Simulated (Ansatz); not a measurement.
# CH4ClInO: two geometries relaxed, part 2 of 2

Aim: relax the geometries before and after the reaction (1,2-elimination), and see whether they are two minima and how far apart in energy. Meant to form: H4–Cl2; to break: In1–Cl2, H4–O3. The start is a guess near the saddle point, from which both ends are pulled out.

Ansatz 0.2.0; UKS PBE-D4/def2-SVP. Earlier steps stand in the parts before.

### Step 4. A restrained relaxation towards end B

Springs on the bonds that form and break draw the guess towards this end; the thresholds are loose.

input.yaml

```yaml
crystal:
  periodic: [false, false, false]
  atoms:
    - { symbol: In, position_ang: [-0.0607, -0.5182, 0.0172] }
    - { symbol: Cl, position_ang: [2.1341, -2.3029, 0.3571] }
    - { symbol: O, position_ang: [-0.7525, -2.2989, -0.0029] }
    - { symbol: H, position_ang: [0.4357, -2.7111, 0.1567] }
    - { symbol: C, position_ang: [-0.3957, 1.7162, -0.1175] }
    - { symbol: H, position_ang: [-0.7354, 2.0551, 0.8585] }
    - { symbol: H, position_ang: [-1.1634, 1.8665, -0.8732] }
    - { symbol: H, position_ang: [0.5379, 2.1932, -0.3958] }
magnetization:
  spin_polarized: true
basis:
  gaussian: { orbitals: def2-SVP }
hamiltonian:
  xc: pbe
  dispersion: d4
relax:
  f_tol: 0.15
  max_steps: 25
  restrain:
    - { distance: [3, 1], at: 1.33, k: 30.0 }
    - { distance: [0, 1], at: 3.74, k: 30.0 }
    - { distance: [3, 2], at: 2.27, k: 30.0 }
```

The run is started by

```bash
> ansatz run input.yaml --threads 2 --pin off --max-ram 3072MiB --backend cpu --events-out ev --progress --plain --runs-dir out
```

The log of the run:

```text
Warning: RAYON_NUM_THREADS=2 ignored (pool sized by the plan → 2); use --threads N
The last accepted step is kept in <dir> (removed where the run ends without a failure and the disk answers)
Engine: ansatz 0.2.0, aarch64-unknown-linux-gnu
Functional definition: PBE
  parameter kappa = 0.804
  parameter beta = 0.06672455060314922
  exchange = pbe_x(kappa = kappa, mu = beta*pi^2/3)
  correlation = pbe_c(beta = beta)
1044 factors; their error is unknown
mean field evaluation 1: about -20814.3066 eV, gradient 5.9e1 eV
mean field evaluation 2: about -20650.6583 eV, gradient 1.4e2 eV
mean field evaluation 4: about -20829.3366 eV, gradient 1.4e1 eV
mean field evaluation 8: about -20830.5353 eV, gradient 3.1e-1 eV
mean field evaluation 16: about -20830.5025 eV, gradient 5.4e-4 eV
mean field -20830.50253110 eV, -765.5068485963 hartree, gradient 5.7e-5 eV, S^2 0.000000; 0 other end points of the search recorded, 0 dependent functions left out
the calculation of the forces begins
reference -20830.50257694 eV, -765.5068502809 hartree; 28, 28 occupied and 64, 64 virtual orbitals, 1044 factors
relax step   1: F+E_penalty+E_count = -20830.64550980 eV  Δ(F+E_penalty+E_count) = +0.000e0 eV  max|allowed force component| = 2.491e0 eV/Å  E_restraint = 29.72145980 eV  max|allowed force component, restraints' pulls added| = 3.810e1 eV/Å  Δτ_max = 0.0000 Å  (30 SCF iters, accepted)
  distance H 3 - Cl 1 = 1.7582 Å
  distance In 0 - Cl 1 = 2.8492 Å
  distance H 3 - O 2 = 1.2678 Å
these checks for a lower state are left out or cut short: starts, cluster_reference, orbital_swaps, neighbouring_geometries, increment
1044 factors; their error is unknown
mean field -20829.78289856 eV, -765.4804025882 hartree, gradient 1.7e-5 eV, S^2 0.000000; 0 other end points of the search recorded, 0 dependent functions left out
the calculation of the forces begins
reference -20829.78294467 eV, -765.4804042825 hartree; 28, 28 occupied and 64, 64 virtual orbitals, 1044 factors
relax step   2: F+E_penalty+E_count = -20829.93678035 eV  Δ(F+E_penalty+E_count) = +7.087e-1 eV  max|allowed force component| = 2.001e0 eV/Å  E_restraint = 12.87486126 eV  max|allowed force component, restraints' pulls added| = 2.728e1 eV/Å  Δτ_max = 0.1996 Å  (36 SCF iters, accepted)
  distance H 3 - Cl 1 = 1.6049 Å
  distance In 0 - Cl 1 = 3.1806 Å
  distance H 3 - O 2 = 1.5846 Å
these checks for a lower state are left out or cut short: starts, cluster_reference, orbital_swaps, neighbouring_geometries, increment
1044 factors; their error is unknown
mean field evaluation 32: about -20829.5678 eV, gradient 3.5e-4 eV
mean field -20829.56783370 eV, -765.4724991005 hartree, gradient 2.5e-5 eV, S^2 0.000000; 0 other end points of the search recorded, 0 dependent functions left out
the calculation of the forces begins
reference -20829.56787982 eV, -765.4725007952 hartree; 28, 28 occupied and 64, 64 virtual orbitals, 1044 factors
relax step   3: F+E_penalty+E_count = -20829.71874401 eV  Δ(F+E_penalty+E_count) = +2.180e-1 eV  max|allowed force component| = 2.997e0 eV/Å  E_restraint = 3.99449566 eV  max|allowed force component, restraints' pulls added| = 1.420e1 eV/Å  Δτ_max = 0.1950 Å  (37 SCF iters, accepted)
  distance H 3 - Cl 1 = 1.4388 Å
  distance In 0 - Cl 1 = 3.3895 Å
  distance H 3 - O 2 = 1.9072 Å
these checks for a lower state are left out or cut short: starts, cluster_reference, orbital_swaps, neighbouring_geometries, increment
1044 factors; their error is unknown
mean field -20829.59075218 eV, -765.4733413388 hartree, gradient 2.5e-5 eV, S^2 0.000000; 0 other end points of the search recorded, 0 dependent functions left out
the calculation of the forces begins
reference -20829.59079860 eV, -765.4733430447 hartree; 28, 28 occupied and 64, 64 virtual orbitals, 1044 factors
relax step   4: F+E_penalty+E_count = -20829.73668853 eV  Δ(F+E_penalty+E_count) = -1.794e-2 eV  max|allowed force component| = 1.390e0 eV/Å  E_restraint = 0.16652844 eV  max|allowed force component, restraints' pulls added| = 2.664e0 eV/Å  Δτ_max = 0.1948 Å  (37 SCF iters, accepted)
  distance H 3 - Cl 1 = 1.3118 Å
  distance In 0 - Cl 1 = 3.6517 Å
  distance H 3 - O 2 = 2.2154 Å
these checks for a lower state are left out or cut short: starts, cluster_reference, orbital_swaps, neighbouring_geometries, increment
1044 factors; their error is unknown
mean field -20829.67936994 eV, -765.4765979815 hartree, gradient 1.1e-5 eV, S^2 0.000000; 0 other end points of the search recorded, 0 dependent functions left out
the calculation of the forces begins
reference -20829.67941643 eV, -765.4765996901 hartree; 28, 28 occupied and 64, 64 virtual orbitals, 1044 factors
relax step   5: F+E_penalty+E_count = -20829.82329762 eV  Δ(F+E_penalty+E_count) = -8.661e-2 eV  max|allowed force component| = 4.661e-1 eV/Å  E_restraint = 0.00160434 eV  max|allowed force component, restraints' pulls added| = 3.446e-1 eV/Å  Δτ_max = 0.1949 Å  (33 SCF iters, accepted)
  distance H 3 - Cl 1 = 1.3252 Å
  distance In 0 - Cl 1 = 3.7379 Å
  distance H 3 - O 2 = 2.2611 Å
these checks for a lower state are left out or cut short: starts, cluster_reference, orbital_swaps, neighbouring_geometries, increment
1044 factors; their error is unknown
mean field -20829.70327483 eV, -765.4774764699 hartree, gradient 1.1e-5 eV, S^2 0.000000; 0 other end points of the search recorded, 0 dependent functions left out
the calculation of the forces begins
reference -20829.70332111 eV, -765.4774781709 hartree; 28, 28 occupied and 64, 64 virtual orbitals, 1044 factors
relax step   6: F+E_penalty+E_count = -20829.84774236 eV  Δ(F+E_penalty+E_count) = -2.444e-2 eV  max|allowed force component| = 3.651e-1 eV/Å  E_restraint = 0.00259040 eV  max|allowed force component, restraints' pulls added| = 2.234e-1 eV/Å  Δτ_max = 0.1260 Å  (33 SCF iters, accepted)
  distance H 3 - Cl 1 = 1.3238 Å
  distance In 0 - Cl 1 = 3.7362 Å
  distance H 3 - O 2 = 2.2591 Å
these checks for a lower state are left out or cut short: starts, cluster_reference, orbital_swaps, neighbouring_geometries, increment
1044 factors; their error is unknown
mean field -20829.69961005 eV, -765.4773417920 hartree, gradient 1.2e-5 eV, S^2 0.000000; 0 other end points of the search recorded, 0 dependent functions left out
the calculation of the forces begins
reference -20829.69965625 eV, -765.4773434895 hartree; 28, 28 occupied and 64, 64 virtual orbitals, 1044 factors
relax step   7: F+E_penalty+E_count = -20829.84426990 eV  Δ(F+E_penalty+E_count) = +3.472e-3 eV  max|allowed force component| = 4.088e-1 eV/Å  E_restraint = 0.00245773 eV  max|allowed force component, restraints' pulls added| = 5.578e-1 eV/Å  Δτ_max = 0.1973 Å  (31 SCF iters, rejected (line search))
  distance H 3 - Cl 1 = 1.3240 Å
  distance In 0 - Cl 1 = 3.7501 Å
  distance H 3 - O 2 = 2.2751 Å
these checks for a lower state are left out or cut short: starts, cluster_reference, orbital_swaps, neighbouring_geometries, increment
1044 factors; their error is unknown
mean field evaluation 64: about -20829.7186 eV, gradient 1.7e0 eV
mean field -20829.71415400 eV, -765.4778762722 hartree, gradient 1.2e-5 eV, S^2 0.000000; 0 other end points of the search recorded, 0 dependent functions left out
the calculation of the forces begins
reference -20829.71420019 eV, -765.4778779696 hartree; 28, 28 occupied and 64, 64 virtual orbitals, 1044 factors
relax step   8: F+E_penalty+E_count = -20829.85901151 eV  Δ(F+E_penalty+E_count) = -1.127e-2 eV  max|allowed force component| = 3.512e-1 eV/Å  E_restraint = 0.00297871 eV  max|allowed force component, restraints' pulls added| = 6.889e-2 eV/Å  Δτ_max = 0.0986 Å  (33 SCF iters, accepted)
  distance H 3 - Cl 1 = 1.3236 Å
  distance In 0 - Cl 1 = 3.7350 Å
  distance H 3 - O 2 = 2.2585 Å
1044 factors; their error is unknown
mean field -20829.71415400 eV, -765.4778762722 hartree, gradient 1.1e-5 eV, S^2 0.000000; 1 other end points of the search recorded, 0 dependent functions left out
the calculation of the forces begins
reference -20829.71420019 eV, -765.4778779696 hartree; 28, 28 occupied and 64, 64 virtual orbitals, 1044 factors
Total energy: -20829.85905770 eV, -765.4832013848 hartree
Atom 0 at    -0.754406    -0.404444    -0.076237 Å, force     0.114647    -0.110651     0.018680 eV/Å
Atom 1 at     2.346850    -2.433991     0.386001 Å, force    -0.290695     0.013873    -0.036720 eV/Å
Atom 2 at    -1.096660    -2.249432    -0.046660 Å, force     0.351191    -0.065739     0.046265 eV/Å
Atom 3 at     1.078414    -2.784067     0.242914 Å, force    -0.156253     0.150815    -0.024666 eV/Å
Atom 4 at    -0.428634     1.705577    -0.119925 Å, force    -0.065642     0.038206    -0.054216 eV/Å
Atom 5 at    -0.667809     2.119684     0.877311 Å, force     0.020047     0.003315     0.002435 eV/Å
Atom 6 at    -1.105868     2.137948    -0.883345 Å, force     0.068891     0.005722     0.039767 eV/Å
Atom 7 at     0.628113     1.908626    -0.379960 Å, force    -0.042185    -0.035542     0.008455 eV/Å
Dipole moment:    -0.151025     1.091533    -0.060976 e Å
```

It took 20 s on 2 threads of Arm Neoverse V2, shared host; peak memory 0.18 GiB.

Step by step:

| step | energy from step 1 (eV) | largest force component (eV/Å) |
| --- | --- | --- |
| 1 | 0.0000 | 2.4907 |
| 2 | 0.7087 | 2.0010 |
| 3 | 0.9268 | 2.9968 |
| 4 | 0.9088 | 1.3900 |
| 5 | 0.8222 | 0.4661 |
| 6 | 0.7978 | 0.3651 |
| 7x | 0.8012 | 0.4088 |
| 8 | 0.7865 | 0.3512 |

Step 1 is the start. 1 step was tried and not accepted (marked x). Energies and forces in the table leave out the springs, which the log lists apart; the run stops on the force with the springs' pull added.

After: Bond lengths: In1–O3 1.877 Å, Cl2–H4 1.324 Å, In1–C5 2.135 Å, C5–H6 1.106 Å, C5–H7 1.108 Å, C5–H8 1.107 Å. Angles: O3–In1–C5 178.2°, In1–C5–H6 108.6°, In1–C5–H7 107.8°, In1–C5–H8 109.4°, H6–C5–H7 110.1°, H6–C5–H8 110.5°, H7–C5–H8 110.5°.

Pairs that crossed the distance rule for bonds on the way: came closer Cl2–H4; moved apart In1–Cl2.

### Step 5. Relaxing end B

It starts where the restrained run ended.

input.yaml

```yaml
crystal:
  periodic: [false, false, false]
  atoms:
    - { symbol: In, position_ang: [-0.754406, -0.404444, -0.076237] }
    - { symbol: Cl, position_ang: [2.34685, -2.433991, 0.386001] }
    - { symbol: O, position_ang: [-1.09666, -2.249432, -0.04666] }
    - { symbol: H, position_ang: [1.078414, -2.784067, 0.242914] }
    - { symbol: C, position_ang: [-0.428634, 1.705577, -0.119925] }
    - { symbol: H, position_ang: [-0.667809, 2.119684, 0.877311] }
    - { symbol: H, position_ang: [-1.105868, 2.137948, -0.883345] }
    - { symbol: H, position_ang: [0.628113, 1.908626, -0.37996] }
magnetization:
  spin_polarized: true
basis:
  gaussian: { orbitals: def2-SVP }
hamiltonian:
  xc: pbe
  dispersion: d4
relax:
  f_tol: 0.03
  max_steps: 50
output:
  orbitals: {}
```

The run is started by

```bash
> ansatz run input.yaml --threads 2 --pin off --max-ram 3072MiB --backend cpu --events-out ev --progress --plain --runs-dir out
```

The log of the run (excerpt; [...] marks lines left out):

```text
Warning: RAYON_NUM_THREADS=2 ignored (pool sized by the plan → 2); use --threads N
[...]
[... 1 set-up line as earlier in the session ...]
[...]
1044 factors; their error is unknown
[...]
mean field -20829.71416496 eV, -765.4778766750 hartree, gradient 4.8e-5 eV, S^2 0.000000; 0 other end points of the search recorded, 0 dependent functions left out
[...]
reference -20829.71421104 eV, -765.4778783684 hartree; 28, 28 occupied and 64, 64 virtual orbitals, 1044 factors
relax step   1: F+E_penalty+E_count = -20829.85902247 eV  Δ(F+E_penalty+E_count) = +0.000e0 eV  max|allowed force component| = 3.516e-1 eV/Å  Δτ_max = 0.0000 Å  (33 SCF iters, accepted)
[...]
relax step   4: F+E_penalty+E_count = -20830.37668616 eV  Δ(F+E_penalty+E_count) = -2.098e-1 eV  max|allowed force component| = 1.844e0 eV/Å  Δτ_max = 0.1947 Å  (37 SCF iters, accepted)
[...]
reference -20832.24178777 eV, -765.5707650999 hartree; 28, 28 occupied and 64, 64 virtual orbitals, 1044 factors
Total energy: -20832.38583041 eV, -765.5760585692 hartree
Atom 0 at     0.294668    -0.575043     0.054021 Å, force    -0.003984     0.017906     0.000830 eV/Å
Atom 1 at     2.551843    -1.280738     0.380602 Å, force    -0.005376    -0.000880    -0.001058 eV/Å
Atom 2 at    -0.953959    -2.156736    -0.038585 Å, force    -0.000670    -0.003523    -0.003514 eV/Å
Atom 3 at    -0.438896    -2.981186     0.065020 Å, force     0.002018    -0.001016     0.002436 eV/Å
Atom 4 at    -0.288914     1.493670    -0.101103 Å, force     0.005447    -0.018686     0.001890 eV/Å
Atom 5 at    -0.653344     1.824326     0.889891 Å, force     0.005531     0.002420     0.000374 eV/Å
Atom 6 at    -1.100197     1.582561    -0.846786 Å, force    -0.000241    -0.002291    -0.003017 eV/Å
Atom 7 at     0.588799     2.093048    -0.402962 Å, force    -0.002725     0.006070     0.002060 eV/Å
Dipole moment:    -0.238925     0.372259    -0.043540 e Å
```

Run time: 34 s. Hardware: 2 threads of Arm Neoverse V2, shared host; peak memory 0.18 GiB.

Relaxation path:

| step | energy from step 1 (eV) | largest force component (eV/Å) |
| --- | --- | --- |
| 1 | 0.0000 | 0.3516 |
| 2 | -0.1699 | 0.8572 |
| 3 | -0.3078 | 1.5581 |
| 4 | -0.5177 | 1.8438 |
| 5 | -0.9787 | 1.9595 |
| 6 | -1.5088 | 1.9855 |
| 7 | -2.0519 | 0.6917 |
| 8 | -2.2627 | 0.8867 |
| 9 | -2.3518 | 1.6500 |
| 10 | -2.4671 | 0.6146 |
| 11 | -2.4919 | 0.4056 |
| 12 | -2.5229 | 0.1852 |
| 13 | -2.5253 | 0.0587 |
| 14 | -2.5268 | 0.0187 |

Step 1 is the start.

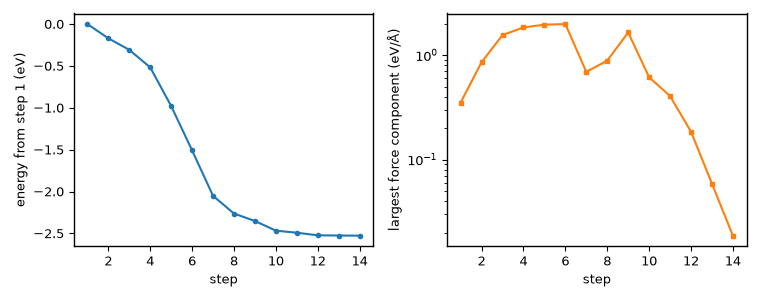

Energy and largest force along the relaxation.

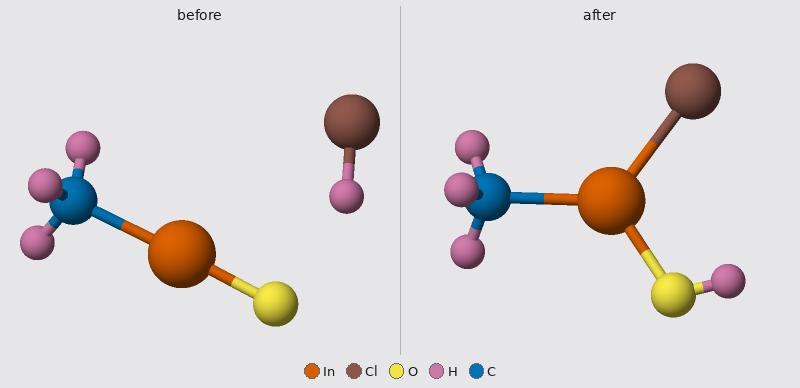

The structure before (left) and after (right), drawn at the same scale.

After: Bond lengths: In1–Cl2 2.387 Å, In1–O3 2.017 Å, O3–H4 0.978 Å, In1–C5 2.155 Å, C5–H6 1.106 Å, C5–H7 1.105 Å, C5–H8 1.105 Å. Angles: Cl2–In1–O3 111.1°, Cl2–In1–C5 123.3°, O3–In1–C5 125.6°, In1–O3–H4 109.3°, In1–C5–H6 108.2°, In1–C5–H7 108.9°, In1–C5–H8 109.0°, H6–C5–H7 109.8°, H6–C5–H8 110.1°, H7–C5–H8 110.8°.

Pairs that crossed the distance rule for bonds on the way: came closer In1–Cl2, O3–H4; moved apart Cl2–H4.

### Step 6. What came out

The summary covers parts 1 to 2.

| quantity | value |
| --- | --- |
| end A | 5 moves, 0.135 eV lower |
| end B | 13 moves, 2.527 eV lower |
| largest difference between the ends | 0.02 Å |
| end B relative to end A | -0.000 eV |

Both starts fell into the same minimum (no atom differs by more than 0.02 Å), so from this start no second minimum was found and no band was run; another arrangement could still be one.
